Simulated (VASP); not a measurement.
Band structure of Au (space group Fm-3m). All values below come from PBE GGA, VASP's PBE PAW potentials (set 64) (plane waves; VASP).

Unless said otherwise, spin-orbit coupling is left out, though it shifts the bands of the heavy elements here.

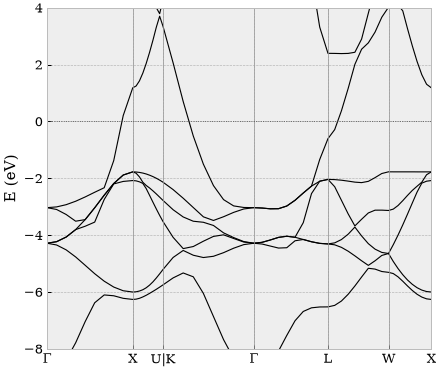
Bands along high-symmetry lines, zero at the valence-band maximum or, without a gap, the Fermi level

Read the plot: is there a gap, and where are the band edges?

It has no gap at this level: it comes out as a metal or semimetal.

The structure comes from a computed database's Au entry; how it stands against other phases isn't given here. The cell was not relaxed at this level.
